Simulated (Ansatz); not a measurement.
```sh
ansatz run in.yaml --threads 4 --pin off --events-out ev --progress --plain --max-ram 10444MiB
```

```yaml
crystal:
  periodic: [false, false, false]
  atoms:
    - {symbol: F, position_ang: [-1.017033, -0.026118, -1.442122]}
    - {symbol: C, position_ang: [0.066246, 0.019101, -0.663972]}
    - {symbol: C, position_ang: [-0.052207, -0.040589, 0.648566]}
    - {symbol: F, position_ang: [1.031067, 0.004831, 1.426714]}
    - {symbol: H, position_ang: [1.003743, 0.105886, -1.198453]}
    - {symbol: H, position_ang: [-0.989716, -0.127112, 1.183068]}
basis:
  gaussian: {orbitals: def2-TZVPP}
hamiltonian: {xc: {name: wB97M-V}}
output: {forces: true, orbitals: {seedname: orbitals}}
```

Describe the molecule in this file.

The molecule is C₂H₂F₂. As SMILES it reads `F/C=C/F`. It has no ring. Among its groups: alkene, C–F bond. The point group is C2h. All atoms lie on one plane. Coordination: 2 C trigonal planar.

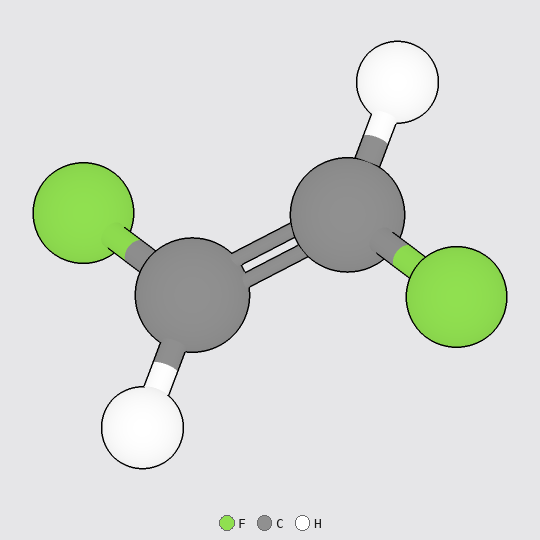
